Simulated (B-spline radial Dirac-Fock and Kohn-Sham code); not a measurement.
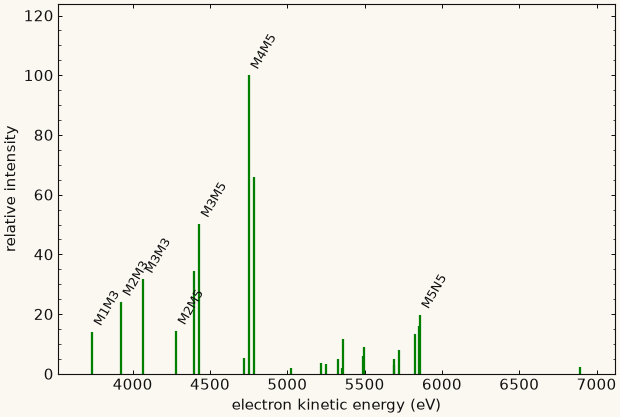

Auger groups that fill an L3 (2p3/2) hole, as sticks. Kinetic energies count from the vacuum level; very weak lines are left out. It refers to Gd²⁺ ([Xe] 4f7 5d1). Computed with a B-spline radial code: independent-particle Coulomb rates on relativistic LDA orbitals, configuration-average energies from Dirac–Fock.

> How wide is the L3 level from this decay?

The non-radiative width is 3.11 eV.

> Which group is strongest?

L3-M4M5 at 4.753 keV, 21 % of the non-radiative width.
